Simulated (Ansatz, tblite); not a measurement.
# The cluster Al4P3: one state, many levels, part 2 of 2

Aim: run the doublet of the cluster Al4P3 at one geometry on many levels, and compare frontier levels, spin and run time.

Ansatz 0.2.0, Gaussian basis; as each input shows. The steps go on from the part before.

### Step 16. MP2/def2-TZVP

in.yaml reads:

```yaml
crystal:
  periodic: [false, false, false]
  atoms:
    - {symbol: Al, position_ang: [1.990286, 0.183572, 0.322351]}
    - {symbol: Al, position_ang: [-3.034059, -1.346741, 0.454630]}
    - {symbol: Al, position_ang: [-0.241810, 1.772085, -0.219438]}
    - {symbol: Al, position_ang: [-0.357203, -1.366522, -0.306421]}
    - {symbol: P, position_ang: [1.801508, 2.407185, 0.293719]}
    - {symbol: P, position_ang: [-1.853371, 0.354306, -0.828047]}
    - {symbol: P, position_ang: [1.694639, -2.003886, 0.283207]}
basis:
  gaussian: {orbitals: def2-TZVP, initial_orbitals: start.molden}
magnetization: {spin_polarized: true, initial_magnetization: 1}
correlation: {method: mp2}
scf: {omitted_lower_state_checks: [starts]}
output: {orbitals: {seedname: orbitals}}
```

On the command line:

```bash
$ ansatz run in.yaml --threads 4 --pin off --events-out ev --progress --plain --max-ram 4787MiB
```

The program printed:

```text
Functional definition: HF
  name "HF"
  cite "Fock, Z. Phys. 61, 126 (1930) doi:10.1007/BF01340294"
  parent pbe
  exchange = exact_x
  correlation = 0
these checks for a lower state are left out or cut short: starts
1573 factors; integrals over basis functions are off by at most 7.9e-4 eV
mean field evaluation 1: about -54148.3662 eV, gradient 3.2e1 eV
mean field evaluation 2: about -54149.6343 eV, gradient 1.7e0 eV
mean field evaluation 4: about -54150.4366 eV, gradient 1.8e0 eV
mean field evaluation 8: about -54150.4676 eV, gradient 3.2e-3 eV
mean field -54150.46760454 eV, -1989.9929799617 hartree, gradient 7.8e-6 eV, S^2 0.852073; 0 other end points of the search recorded, 0 dependent functions left out
35 core orbitals not correlated: weight in the atoms' cores, before any rotation towards them, 1.000 or more for the frozen orbitals, at most 0.000 for the correlated occupied ones
reference -54150.46760454 eV, -1989.9929799617 hartree; 14, 13 occupied and 210, 211 virtual orbitals, 1573 factors
second order -18.66384574 eV of doubles, -0.00000000 eV of singles
Total energy: -54169.13145028 eV, -1990.6788636418 hartree
Checks for a lower state left out: starts
```

It took 38 s on 4 threads of Intel Xeon at 2.50GHz, shared host; peak memory 1.1 GiB.

From the report: Hartree-Fock HOMO -7.22 eV, LUMO -0.68 eV (over both spins); ⟨S²⟩ 0.852 (pure: 0.75).

### Step 17. RPA/def2-TZVP

in.yaml, as its differences from that of step 16:

```diff
@@ -13,4 +13,4 @@
 magnetization: {spin_polarized: true, initial_magnetization: 1}
-correlation: {method: mp2}
+hamiltonian: {xc: pbe}
+correlation: {method: rpa}
 scf: {omitted_lower_state_checks: [starts]}
-output: {orbitals: {seedname: orbitals}}
```

Same command.

The program printed (excerpt; [...] marks lines left out):

```text
Functional definition: PBE
  name "PBE"
  cite "Perdew, Burke & Ernzerhof, Phys. Rev. Lett. 77, 3865 (1996) doi:10.1103/PhysRevLett.77.3865"
  parent pbe
[...]
1573 factors; integrals over basis functions are off by at most 7.9e-4 eV
[...]
mean field -54230.42585530 eV, -1992.9313914794 hartree, gradient 2.8e-6 eV, S^2 0.762901; 0 other end points of the search recorded, 0 dependent functions left out
35 core orbitals not correlated: weight in the atoms' cores, before any rotation towards them, 1.000 or more for the frozen orbitals, at most 0.000 for the correlated occupied ones
reference -54147.83122911 eV, -1989.8960949516 hartree; 14, 13 occupied and 210, 211 virtual orbitals, 1573 factors
Total energy: -54180.23632909 eV, -1991.0869604109 hartree
Checks for a lower state left out: starts
```

Wall time 30 s (4 threads of Intel Xeon at 2.50GHz, shared host); peak memory 0.85 GiB.

From the report: ⟨S²⟩ 0.763 (pure: 0.75).

### Step 18. Comparison

```tsv
level	functions	HOMO (eV)	LUMO (eV)	gap (eV)	⟨S²⟩	time
HF/STO-3G	63	-1.37	6.13	7.50	0.816	2.3 s
PBE-D4/def2-SVP	126	-4.99	-4.35	0.64	0.762	7 s
PBE-D4/def2-TZVP	259	-4.95	-4.30	0.66	0.763	16 s
PBE-D4/def2-TZVPD	301	-4.97	-4.31	0.66	0.763	27 s
r2SCAN-D4/def2-TZVP	259	-5.21	-4.06	1.15	0.788	39 s
PBE0-D4/def2-SVP	126	-5.66	-3.74	1.93	0.772	11 s
PBE0-D4/def2-TZVP	259	-5.63	-3.65	1.97	0.773	61 s
PBE0-D4/def2-TZVPD	301	-5.63	-3.66	1.97	0.773	61 s
r2SCAN0-D4/def2-TZVP	259	-5.82	-3.48	2.35	0.795	68 s
r2SCAN0-D4/def2-TZVPD	301	-5.82	-3.47	2.35	0.796	81 s
BHLYP-D4/def2-TZVP	259	-6.04	-2.87	3.17	0.775	54 s
ωB97X-V/def2-TZVP	259	-7.17	-2.02	5.15	0.774	86 s
```

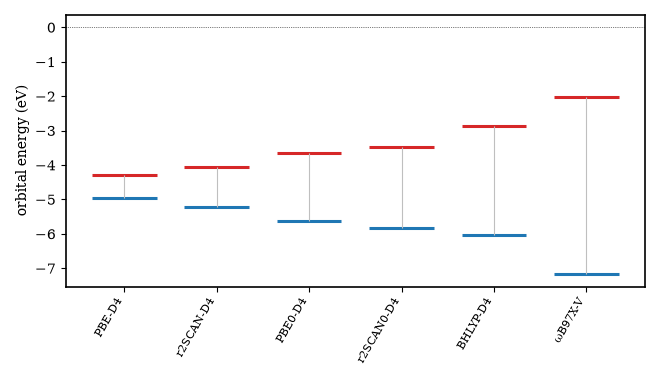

Highest filled (blue) and lowest empty (red) level in def2-TZVP, over both spins.

The pieces so far (eV):

```tsv
basis	HF	MP2 correlation	CCSD correlation	(T)	total
def2-SVP	-54131.6989	-14.9677	-16.1979	-1.1239	-54149.0207
def2-TZVP	-54150.4676	-18.6638			-54169.1315 (MP2)
```

### Step 19. Binding energy

Free atoms were run apart at each level; binding is atoms less cluster, divided by the number of atoms, without zero-point or spin-orbit terms.

Differences are taken before rounding.

```tsv
method	binding an atom (eV)	from CCSD(T)/def2-SVP (eV)	time
HF/STO-3G	2.354	+0.118	2.3 s
HF/def2-SVP	1.374	-0.862	
HF/def2-TZVP	1.423	-0.813	
PBE-D4/def2-SVP	2.813	+0.577	7 s
PBE-D4/def2-TZVP	2.835	+0.599	16 s
PBE-D4/def2-TZVPD	2.837	+0.601	27 s
r2SCAN-D4/def2-TZVP	2.779	+0.543	39 s
PBE0-D4/def2-SVP	2.696	+0.460	11 s
PBE0-D4/def2-TZVP	2.732	+0.496	61 s
PBE0-D4/def2-TZVPD	2.734	+0.498	61 s
r2SCAN0-D4/def2-TZVP	2.670	+0.434	68 s
r2SCAN0-D4/def2-TZVPD	2.673	+0.437	81 s
BHLYP-D4/def2-TZVP	2.477	+0.241	54 s
ωB97X-V/def2-TZVP	2.676	+0.440	86 s
RPA/def2-TZVP	2.337	+0.102	30 s
MP2/def2-SVP	2.345	+0.109	
MP2/def2-TZVP	2.596	+0.360	38 s
CCSD/def2-SVP	2.096	-0.140	
CCSD(T)/def2-SVP	2.236	0	44 s
```

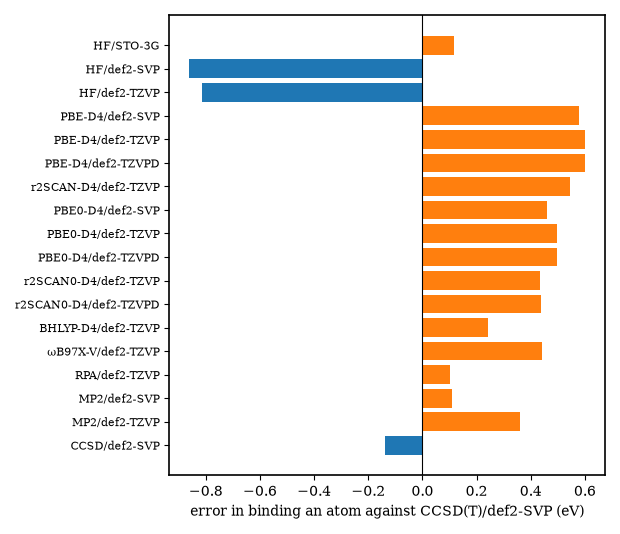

Error of each method against CCSD(T)/def2-SVP.

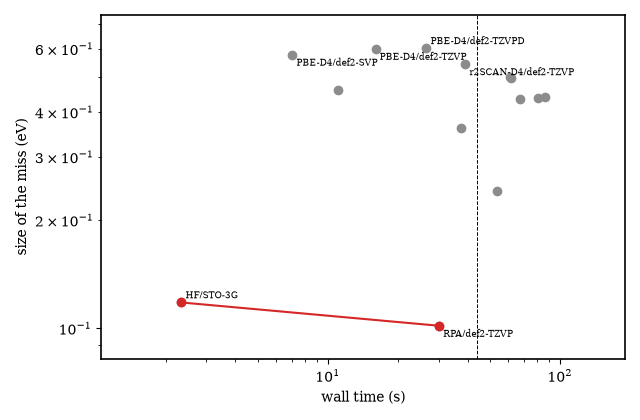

Accuracy for the time spent; red marks the levels that beat every quicker one drawn (of those quicker than the yardstick), and the dashed line is the time of CCSD(T)/def2-SVP. Only those levels and the largest misses are named. Times are from a shared host.

### Step 20. Results

The summary covers parts 1 to 2.

| quantity | value |
| --- | --- |
| gap in def2-TZVP, named functionals, smallest and largest | 0.66 eV (PBE-D4), 5.15 eV (ωB97X-V) |
| correlation energy, CCSD(T)/def2-SVP | -17.32 eV |
| correlation energy, MP2/def2-TZVP | -18.66 eV |
| binding an atom, CCSD(T)/def2-SVP | 2.236 eV |
| ⟨S²⟩ in def2-TZVP, named functionals, smallest and largest | 0.763, 0.795 |
| PBE0 total energy, smallest basis above largest | 18.75 eV (def2-SVP, def2-TZVPD) |

Over the named functionals in def2-TZVP the gap runs from 0.66 eV (PBE-D4) to 5.15 eV (ωB97X-V); exact exchange widens it. A small miss in a minimal or small basis is a cancelling of errors, not accuracy. The functionals in def2-TZVP miss CCSD(T)/def2-SVP by +0.241 (BHLYP-D4) to +0.599 eV (PBE-D4) an atom. The yardstick is in a double-zeta basis, so levels in larger sets aren't compared like for like. The reference is CCSD(T) in one finite basis, so it carries an error of its own, often a tenth of an eV or more, and near misses can't be ranked. Over the named functionals in def2-TZVP spin contamination reaches 0.05 (r2SCAN0-D4), which is small.

RPA/def2-TZVP reaches 0.102 eV from the reference in 30 s, where CCSD(T)/def2-SVP took 44 s; the quickest level in the cost chart, HF/STO-3G, takes 2.3 s and misses by 0.118 eV. The slowest run with a step of its own, ωB97X-V/def2-TZVP, took 86 s; the quickest functional in def2-TZVP took 16 s (shared host).
